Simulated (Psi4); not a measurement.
# AlBH6 (H2Al(BH4)): M06-L/def2-TZVP

Aim: the vertical ionisation energy of AlBH6 (H2Al(BH4)) at M06-L/def2-TZVP, from 2 runs. 

Program for the calculation: Psi4 1.11.

4 further runs of the same task are left out: 4 set aside as unsound or not needed.

**1. The system as given**

The species is AlBH6 (8 atoms), meant as a singlet with charge 0. The shape comes from GFN2-xTB, which is rough for such elements, and wasn't checked as a minimum.

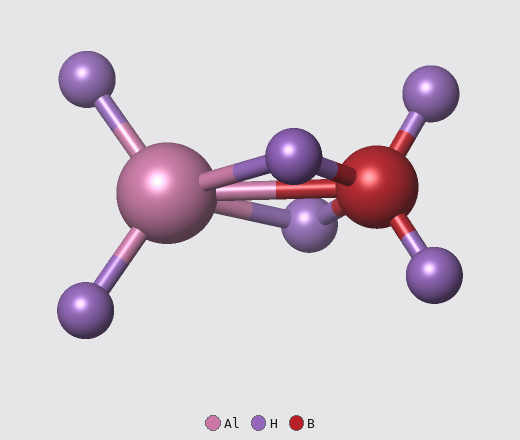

The structure, seen from a chosen angle (aluminium pink, hydrogen purple, boron red).

**2. Energy and forces at M06-L/def2-TZVP**

calc.dat reads:

```
memory 1.6 GB

molecule {
  Al    -0.872330    -0.514150    -0.478720
  H      0.096830     0.945450    -0.494590
  B      0.854410     0.502140     0.466870
  H      0.387400    -0.681460     0.733140
  H     -0.754240    -1.432160    -1.724810
  H     -2.325190    -0.376490     0.049730
  H      0.669960     1.182470     1.410950
  H      1.943150     0.374200     0.037420
  symmetry c1
  no_reorient
  no_com
}

set basis def2-TZVP
set reference rks
set puream true
set e_convergence 1e-09
set d_convergence 1e-08
set scf_type pk
set dft_radial_points 99
set dft_spherical_points 590

e, wfn = gradient("m06-l", return_wfn=True)
oeprop(wfn, "WIBERG_LOWDIN_INDICES", "LOWDIN_CHARGES", "DIPOLE")
print_variables()
```

Started as:

```console
psi4 -n 1 calc.dat calc.out
```

calc.out, shortened:

```text
[...]
  Running in c1 symmetry.
[...]
  Nuclear repulsion =   50.055727267243114
[...]
  Multiplicity = 1
[...]
  Nalpha       = 12
  Nbeta        = 12
[...]
    Number of basis functions: 104
[...]
   @RKS iter   1:  -270.70216491405881   -4.17723e-01   5.22396e-03 ADIIS/DIIS
[...]
   @RKS iter  11:  -270.88396336633468   -1.36424e-12   2.31725e-09 DIIS
[...]
    Orbital Energies [Eh]
    ---------------------
    Doubly Occupied:
       1A    -55.771452     2A     -6.632661     3A     -4.114070
       4A     -2.624782     5A     -2.618493     6A     -2.615623
       7A     -0.561204     8A     -0.388122     9A     -0.364008
      10A     -0.325790    11A     -0.319210    12A     -0.282771
[...]
  @RKS Final Energy:  -270.88396336633468
   => Energetics <=
    Nuclear Repulsion Energy =             50.0557272672431139
    One-Electron Energy =                -472.6687619511358207
    Two-Electron Energy =                 176.7207559323330202
    DFT Exchange-Correlation Energy =     -24.9916846147749894
    Empirical Dispersion Energy =           0.0000000000000000
    VV10 Nonlocal Energy =                  0.0000000000000000
    Total Energy =                       -270.8839633663346831
[...]
  -Total Gradient:
     Atom            X                  Y                   Z
    ------   -----------------  -----------------  -----------------
       1       -0.002331036675    -0.001190720730    -0.001423931232
       2       -0.003756130294     0.000188939345    -0.003468251573
       3        0.018009191995     0.010049319878     0.009594963537
       4       -0.002656112108    -0.003879722884    -0.000002652432
       5       -0.008785183566     0.000853602224     0.003214207661
       6        0.000744824303    -0.005536237346    -0.007509666220
       7        0.002208542521    -0.002246986913    -0.003506926970
       8       -0.003683826819     0.001624155998     0.002981652966
[...]
 Multipole Moments:
 ------------------------------------------------------------------------------------
     Multipole            Electronic (a.u.)      Nuclear  (a.u.)        Total (a.u.)
 ------------------------------------------------------------------------------------
 L = 1.  Multiply by 2.5417464519 to convert [e a0] to [Debye]
 Dipole X            :         13.1106988          -13.3231928           -0.2124940
 Dipole Y            :          7.7331651           -7.8636039           -0.1304389
 Dipole Z            :          7.2013792           -7.3267894           -0.1254103
 Magnitude           :                                                    0.2790980
[...]
```

It took 68 s on 1 thread of Intel Xeon Platinum 8259CL at 2.50GHz (Skylake/Cascade Lake), shared host; peak memory 0.72 GiB.

**3. The doublet cation, same level**

input.dat reads:

```
memory 1600 mb

molecule system {
  1 2
  Al
  H 1 r2
  B 2 r3 1 a3
  H 3 r4 2 a4 1 d4
  H 1 r5 2 a5 3 d5
  H 1 r6 5 a6 2 d6
  H 3 r7 4 a7 1 d7
  H 3 r8 7 a8 4 d8

  r2 = 1.752129
  r3 = 1.301867
  a3 = 91.80637
  r4 = 1.299964
  a4 = 104.61102
  d4 = 1.12275
  r5 = 1.552233
  a5 = 116.31593
  d5 = -111.83579
  r6 = 1.552099
  a6 = 113.39018
  d6 = 139.21892
  r7 = 1.178201
  a7 = 107.78073
  d7 = 113.30898
  r8 = 1.177349
  a8 = 119.98654
  d8 = -123.95007
  symmetry c1
}

set globals {
  basis def2-TZVP
  reference uks
  puream true
  e_convergence 1e-09
  d_convergence 1e-08
  scf_type pk
  dft_radial_points 99
  dft_spherical_points 590
  maxiter 200
}

energy_value, wavefunction = gradient('m06-l', return_wfn=True)
oeprop(wavefunction, 'DIPOLE', 'QUADRUPOLE', 'LOWDIN_CHARGES')
print_variables()
```

Started as:

```console
psi4 input.dat output.dat -n 1
```

output.dat, shortened:

```text
[...]
  Running in c1 symmetry.
[...]
  Nuclear repulsion =   50.055722376621347
[...]
  Multiplicity = 2
[...]
  Nalpha       = 12
  Nbeta        = 11
[...]
    Number of basis functions: 104
[...]
   @UKS iter   1:  -270.27810887323864    6.33302e-03   5.22070e-03 DIIS/ADIIS
[...]
   @UKS iter  17:  -270.48629896069377   -5.22959e-12   2.36462e-09 DIIS
[...]
   @S^2 Observed:                7.582600614E-01
[...]
    Orbital Energies [Eh]
    ---------------------
    Alpha Occupied:
       1A    -56.038015     2A     -6.865043     3A     -4.378347
       4A     -2.887371     5A     -2.883832     6A     -2.881564
       7A     -0.787267     8A     -0.654299     9A     -0.578091
      10A     -0.577107    11A     -0.567026    12A     -0.547226
    Alpha Virtual:
      13A     -0.272578    14A     -0.218366    15A     -0.180269
      16A     -0.168367    17A     -0.122763    18A     -0.108680
      19A     -0.083915    20A     -0.079579    21A     -0.048639
      22A     -0.047504    23A     -0.031878    24A     -0.025791
      25A     -0.011985    26A      0.028527    27A      0.046515
[...]
  @UKS Final Energy:  -270.48629896069377
   => Energetics <=
    Nuclear Repulsion Energy =             50.0557223766213468
    One-Electron Energy =                -466.6931453109649510
    Two-Electron Energy =                 170.8199419246816717
    DFT Exchange-Correlation Energy =     -24.6688179510318761
    Empirical Dispersion Energy =           0.0000000000000000
    VV10 Nonlocal Energy =                  0.0000000000000000
    Total Energy =                       -270.4862989606937731
[...]
  -Total Gradient:
     Atom            X                  Y                   Z
    ------   -----------------  -----------------  -----------------
       1       -0.000291400122     0.027667645283    -0.037898772175
       2        0.000079568408     0.001812966084    -0.001741244198
       3       -0.000821788346    -0.033007524396     0.045217032418
       4        0.000042230197     0.000859190259    -0.001883978761
       5       -0.014745590915    -0.006639541030     0.008888987641
       6        0.014960629503    -0.006199227472     0.008909650638
       7        0.010148489810     0.007897983282    -0.010767727035
       8       -0.009387083232     0.007855934009    -0.011064122687
[...]
```

Wall time 2.2 min (1 thread of Intel Xeon Platinum 8259CL at 2.50GHz (Skylake/Cascade Lake), shared host); peak memory 0.73 GiB.

**4. What came out**

At M06-L/def2-TZVP:

```
                                          quantity          value
                       singlet AlBH6: total energy  -270.88396 Eh
                      singlet AlBH6: dipole moment         0.71 D
                        singlet AlBH6: HOMO energy       -7.69 eV
                        singlet AlBH6: LUMO energy       -1.51 eV
                      singlet AlBH6: HOMO–LUMO gap        6.18 eV
           singlet AlBH6: largest force on an atom     1.170 eV/Å
                      doublet cation: total energy  -270.48630 Eh
doublet cation: HOMO energy (highest over α and β)      -14.49 eV
 doublet cation: LUMO energy (lowest over α and β)      -13.88 eV
                              doublet cation: ⟨S²⟩          0.758
          doublet cation: largest force on an atom     2.879 eV/Å
vertical ionisation energy (to the doublet cation)      10.821 eV
```

In words: Removing an electron at fixed nuclei costs 10.82 eV (1044 kJ/mol). The largest force (singlet AlBH6) is 1.17 eV/Å: the shape isn't a stationary point for this species at this level. −ε(HOMO) before ionisation, 7.69 eV, is 3.13 eV below this ionisation energy.
